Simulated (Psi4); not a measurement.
**InHCl2 (InCl2H): levels of theory compared**

Aim: a comparison of 3 runs (PBE/def2-SVP, PBE0/def2-SVP, SVWN-RPA/def2-SVPD) of InHCl2 (InCl2H). 

The calculation is run with Psi4 1.11.

## (1) The system as given

The species is InHCl2 (4 atoms), meant as a singlet with charge 0. SMILES: `[H][In]([Cl])[Cl]`. Geometry: a GFN2-xTB relaxation, a rough one for these elements and not checked as a minimum.

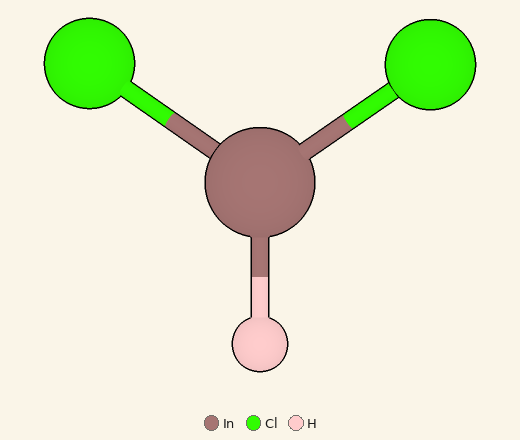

Viewed from a chosen angle; indium brown, chlorine green, hydrogen pink.

## (2) Energy and forces at PBE/def2-SVP (core potential) (run 1)

The input, job.in:

```
memory 1.6 GB

molecule {
  In    -0.101990    -0.171200     0.000100
  Cl     2.182270    -0.073550     0.013530
  Cl    -1.103820     1.883910    -0.015020
  H     -0.976460    -1.639160     0.001390
  symmetry c1
}

set puream true
set e_convergence 1e-09
set d_convergence 1e-08
set scf_type pk
set dft_radial_points 99
set dft_spherical_points 590

gradient("pbe/def2-SVP")
```

Command:

```bash
$ psi4 job.in job.out -n 1
```

job.out:

```text
[...]
    !!!  WARNING: ECP capability is in beta. Please check occupations closely.  !!!
[...]
  Running in c1 symmetry.
[...]
  Nuclear repulsion =  216.843821137578743
[...]
  Multiplicity = 1
[...]
  Nalpha       = 28
  Nbeta        = 28
[...]
    Number of basis functions: 67
[...]
   @RKS iter   1: -1110.47134926371473   -7.86921e-01   5.71572e-03 ADIIS/DIIS
[...]
   @RKS iter  10: -1110.54640664245267    6.82121e-13   5.47991e-09 DIIS
[...]
  @RKS Final Energy: -1110.54640664245267
   => Energetics <=
    Nuclear Repulsion Energy =            216.8438211375787432
    One-Electron Energy =               -2038.6229243855357254
    Two-Electron Energy =                 784.4782007397637926
    DFT Exchange-Correlation Energy =     -73.2455041342593915
    Empirical Dispersion Energy =           0.0000000000000000
    VV10 Nonlocal Energy =                  0.0000000000000000
    Total Energy =                      -1110.5464066424526663
[...]
  -Total Gradient:
     Atom            X                  Y                   Z
    ------   -----------------  -----------------  -----------------
       1        0.011405165527     0.019167420967    -0.000017855582
       2       -0.022127566567    -0.001261592624    -0.000127864507
       3        0.009433057917    -0.020071192580     0.000146380583
       4        0.001262234476     0.002119913095    -0.000000628180
[...]
```

It took 7.5 s on 1 thread of AMD EPYC 9R45 (Zen 5), shared host; peak memory 0.57 GiB.

## (3) A single-point energy at PBE0/def2-SVP (core potential) (run 2)

The input, job.py:

```python
import psi4

psi4.set_memory('1600 MB')
psi4.set_num_threads(1)
psi4.set_output_file('psi4.out', False)

geom = psi4.geometry("""
0 1
In    -0.101990    -0.171200     0.000100
Cl     2.182270    -0.073550     0.013530
Cl    -1.103820     1.883910    -0.015020
H     -0.976460    -1.639160     0.001390
symmetry c1
no_reorient
no_com
""")

options = {'reference': 'rks', 'puream': True, 'e_convergence': 1e-09, 'd_convergence': 1e-08, 'scf_type': 'pk', 'dft_radial_points': 99, 'dft_spherical_points': 590}
psi4.set_options(options)

e, wfn = psi4.energy('pbe0/def2-SVP', molecule=geom, return_wfn=True)
print(f'pbe0/def2-SVP energy: {e:.10f} Eh')
```

Command:

```bash
$ python job.py
```

psi4.out:

```text
[...]
    !!!  WARNING: ECP capability is in beta. Please check occupations closely.  !!!
[...]
  Running in c1 symmetry.
[...]
  Nuclear repulsion =  216.843821137578743
[...]
  Multiplicity = 1
[...]
  Nalpha       = 28
  Nbeta        = 28
[...]
    Number of basis functions: 67
[...]
   @RKS iter   1: -1110.56761415056212   -9.58836e-01   5.11879e-03 ADIIS/DIIS
[...]
   @RKS iter  10: -1110.62662106304947   -1.36424e-12   3.49761e-09 DIIS
[...]
  @RKS Final Energy: -1110.62662106304947
   => Energetics <=
    Nuclear Repulsion Energy =            216.8438211375787432
    One-Electron Energy =               -2038.7664511434215910
    Two-Electron Energy =                 766.8355461815967828
    DFT Exchange-Correlation Energy =     -55.5395372388034758
    Empirical Dispersion Energy =           0.0000000000000000
    VV10 Nonlocal Energy =                  0.0000000000000000
    Total Energy =                      -1110.6266210630494697
[...]
 Multipole Moments:
 ------------------------------------------------------------------------------------
     Multipole            Electronic (a.u.)      Nuclear  (a.u.)        Total (a.u.)
 ------------------------------------------------------------------------------------
 L = 1.  Multiply by 2.5417464519 to convert [e a0] to [Debye]
 Dipole X            :        -29.2092814           28.7529389           -0.4563425
 Dipole Y            :        -49.0328837           48.2669312           -0.7659526
 Dipole Z            :          0.0418202           -0.0412716            0.0005486
 Magnitude           :                                                    0.8915897
[...]
```

On the terminal:

```text
pbe0/def2-SVP energy: -1110.6266210630 Eh
```

Run time: 5.4 s. Hardware: 1 thread of AMD EPYC 9R45 (Zen 5), shared host; peak memory 0.57 GiB.

## (4) A single-point energy at SVWN-RPA/def2-SVPD (Cholesky decomposition, core potential) (run 3)

The input, cl2hin.xyz:

```xyz
4
Cl2HIn
In    -0.101990    -0.171200     0.000100
Cl     2.182270    -0.073550     0.013530
Cl    -1.103820     1.883910    -0.015020
H     -0.976460    -1.639160     0.001390
```

The input, job.py:

```python
import psi4

psi4.set_memory(1600000000)
psi4.set_num_threads(1)
psi4.set_output_file('output.dat', False)

with open('cl2hin.xyz') as f:
    atoms = ''.join(f.readlines()[2:])
molecule = psi4.geometry('0 1\n' + atoms + 'symmetry c1')

psi4.set_options({
    'basis': 'def2-SVPD',
    'scf_type': 'cd',
    'print': 2,
})

e_tot = psi4.energy('svwn')
print(f'svwn energy: {e_tot:.10f} Eh')
```

Command:

```bash
$ python job.py
```

output.dat:

```text
[...]
    !!!  WARNING: ECP capability is in beta. Please check occupations closely.  !!!
[...]
  Running in c1 symmetry.
[...]
  Nuclear repulsion =  216.843821137578743
[...]
  Multiplicity = 1
[...]
  Nalpha       = 28
  Nbeta        = 28
[...]
   @RKS iter   1: -1108.56704033586470   -6.15340e-01   6.22286e-03 ADIIS/DIIS
[...]
   @RKS iter   8: -1108.77761141538326   -6.00842e-08   5.22547e-07 DIIS
[...]
  @RKS Final Energy: -1108.77761141538326
   => Energetics <=
    Nuclear Repulsion Energy =            216.8438211375787432
    One-Electron Energy =               -2037.7384739001693106
    Two-Electron Energy =                 783.4758565653746700
    DFT Exchange-Correlation Energy =     -71.3588152181674076
    Empirical Dispersion Energy =           0.0000000000000000
    VV10 Nonlocal Energy =                  0.0000000000000000
    Total Energy =                      -1108.7776114153832623
[...]
 Multipole Moments:
 ------------------------------------------------------------------------------------
     Multipole            Electronic (a.u.)      Nuclear  (a.u.)        Total (a.u.)
 ------------------------------------------------------------------------------------
 L = 1.  Multiply by 2.5417464519 to convert [e a0] to [Debye]
 Dipole X            :        -14.9841386           14.5125372           -0.4716014
 Dipole Y            :        -25.1530330           24.3615383           -0.7914947
 Dipole Z            :          0.0195307           -0.0189437            0.0005870
 Magnitude           :                                                    0.9213425
[...]
```

Standard output:

```text
svwn energy: -1108.7776114154 Eh
```

Wall time 4.5 s (1 thread of AMD EPYC 9R45 (Zen 5), shared host); peak memory 0.28 GiB.

## (5) The series

```
run                                                        level      task  integrals   energy (Eh)  dipole moment (D)  HOMO energy (eV)  LUMO energy (eV)  wall time
  1                                PBE/def2-SVP (core potential)  gradient         pk  -1110.546407               2.05             -7.38             -2.44      7.5 s
  2                               PBE0/def2-SVP (core potential)    energy         pk  -1110.626621               2.27             -8.77             -1.75      5.4 s
  3  SVWN-RPA/def2-SVPD (Cholesky decomposition, core potential)    energy         cd  -1108.777611               2.34             -8.29             -3.43      4.5 s
```

## (6) What came out

| quantity | value |
| --- | --- |
| run 3: total energy | -1108.77761 Eh |
| run 3: dipole moment | 2.34 D |
| run 3: HOMO energy | -8.29 eV |
| run 3: LUMO energy | -3.43 eV |
| run 3: HOMO–LUMO gap | 4.86 eV |

**Reading.** The dipole moment (its size) runs from 2.05 D (PBE/def2-SVP) to 2.34 D (SVWN-RPA/def2-SVPD). The two ends differ in method and basis. The HOMO–LUMO gap runs from 4.86 eV (SVWN-RPA/def2-SVPD) to 7.02 eV (PBE0/def2-SVP). Totals of different functionals can't be ranked against each other. All runs together took 17 s, the longest 7.5 s.
